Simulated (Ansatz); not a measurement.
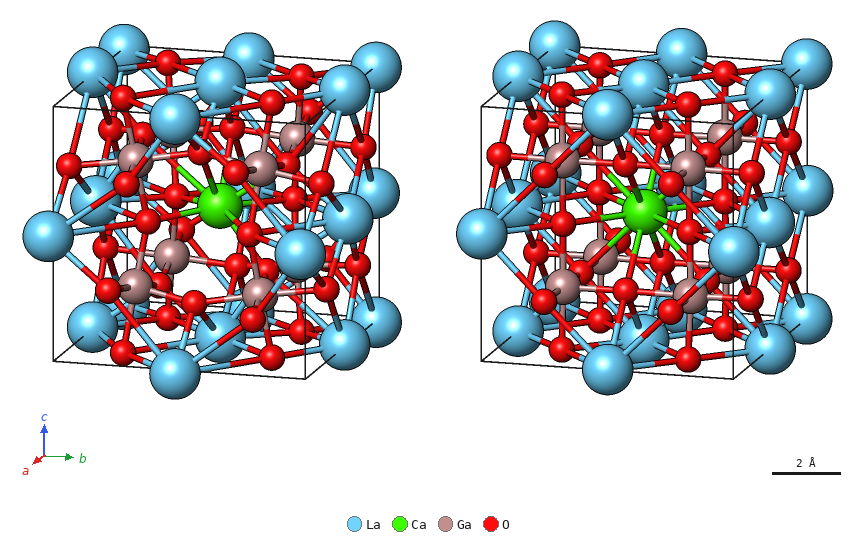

Two geometries of a defect cell of composition La₇CaGa₈O₂₄ (cell charge −1), drawn at one scale. One is the start of a relaxation, the other its converged end. Style: ball-and-stick. Shown: the cell of the calculation, slightly off an axis.

Theory: DFT, PBEsol, PAW, plane waves (Ansatz 0.2.0). (plane-wave cutoff 420 eV; k-point mesh 1 × 1 × 1; mesh shifted by (0.25, 0.25, 0.25); no spin polarisation; atoms relaxed in a fixed cell; force threshold 0.03 eV/Å; at most 80 steps)

**Which of the two is the end point?**

The left one is the relaxed one. The largest moves, 0.47 Å, are those of O atoms. Largest moves by element: O 0.47 Å, Ca 0.23 Å, La 0.23 Å, Ga 0.09 Å. The cell stays as it was. Near-neighbour distances that change, for instance: La–O 2.654 → 3.270 Å, Ca–O 2.733 → 3.316 Å, La–O 2.716 → 3.292 Å, Ca–O 2.751 → 3.286 Å. Bond angles that change, for instance: Ga–O–Ga 179.0° → 153.0°, Ga–O–Ga 178.3° → 154.3°, Ga–O–Ga 178.7° → 154.7°. The energy falls by 2.938 eV per cell of the calculation in 10 geometry steps. The largest force component goes from 2.2 to 0.021 eV/Å.

Limits of the set-up: the periodic images lie only 7.7 Å apart, so the values are limited by the cell's size; the cell is charged, on a uniform background, and energies carry no finite-size correction.
